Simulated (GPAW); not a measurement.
Two runs for the Pd L₃ edge of atom 1 in Pd (Palladium, Fm-3m). Run A: GPAW, LDA, excited-electron core hole (neutral cell), 8-atom cell with 5.5 Å between holes, 6×6×6 k points, dipole transitions, Gaussian full width 2.25 eV up to 4 eV, rising linearly to 3.5 eV at 25 eV. Run B differs in one choice.

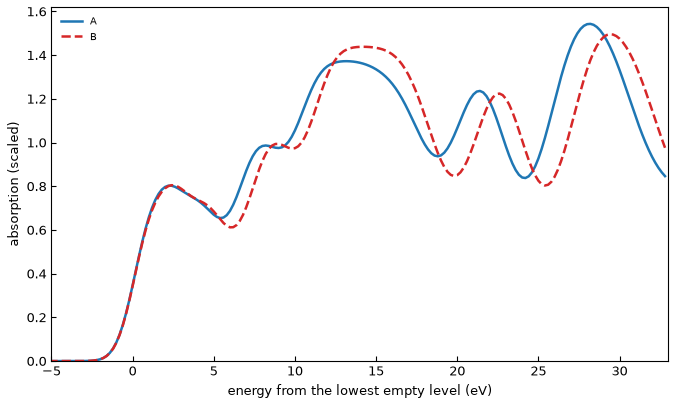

Energy from the lowest empty level; intensity scaled to a mean of 1 over the first 20 eV.

Q: What was changed?
a) the size of the supercell
b) the volume of the cell
c) the plane-wave cutoff
d) the broadening

(b): run B changes the volume scale from 1 to 0.91. The scaled spectrum changes by 13 % r.m.s. A shift of +0.8 eV leaves 9 %. The highest intensity below 24 eV goes from 13.2 eV (1.37) to 14.2 eV (1.44). Other settings could leave a like mark; this is the one that was changed.

[Hosts, paths, dates, database ids (printed as entryN), source tags and the programs' standing remarks are cut or masked in the printed files.]

[Lists of maxima count a maximum above −3 eV only where it reaches 4 % of the highest in the window and stands out from its surroundings by 2 % of it (1.5 % where it reaches 55 %); shoulders and weaker maxima are passed over, and of the rest the first, up to two pre-edge ones and the few strongest are named.]
